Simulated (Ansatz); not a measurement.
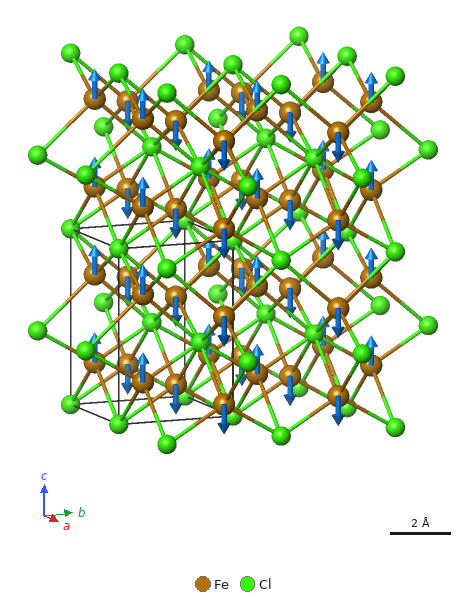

This is a relaxation of crystalline Fe₂Cl (built on the tetragonal zirconia_137 type) (coarse preliminary run). The starting structure is drawn; blue arrows show the displacements (the part carried along by the change of the cell is left out), 5 times their true length.

A ball-and-stick model of the cell of the calculation, repeated 2 × 2 × 2 with one cell outlined, seen slightly off an axis.

Case: anti-tetragonal zirconia type (P4_2/nmc, No. 137).

Method: DFT PBE, scalar-relativistic, plane waves, PAW in Ansatz 0.2.0. (plane-wave cutoff 420 eV; k-point mesh 4 × 4 × 4; occupations gaussian; smearing width 0.1 eV; collinear spin; cell and atoms relaxed; force threshold 0.04 eV/Å; at most 70 steps)

What happened in the run?

Answer. The largest moves relative to the cell, 0.20 Å, are those of Fe atoms. Cl stays in place. The volume changes by −13.3 %, with a = b 4.136 → 4.103 Å (−0.8 %), c 5.954 → 5.243 Å (−11.9 %). Among the contacts that change: Fe–Fe 2.977 → 2.622 Å, Cl–Fe 2.395 → 2.224 Å, Cl–Fe 2.721 → 2.705 Å. Bond angles that change, for instance: Cl–Fe–Cl 119.4° → 134.5°, Cl–Fe–Cl 109.1° → 104.6°. The space group stays P4_2/nmc (No. 137). After 5 accepted moves (6 points after the start) the energy has fallen by 93.5 meV per atom. Largest force component: 0.27 eV/Å at the start, 0.039 eV/Å at the end. The pressure goes from −6.58 to 0.26 GPa. The SCF was repeated once at an unchanged geometry on a basis and grid sized afresh for the cell, which shifted the energy by 0.8 meV per atom at most. Cost: 110 s on 1 thread of Arm Neoverse V1 (shared host), peak memory 0.47 GiB.

Limits of the set-up: the k-point mesh is coarse for a cell with partly filled bands.
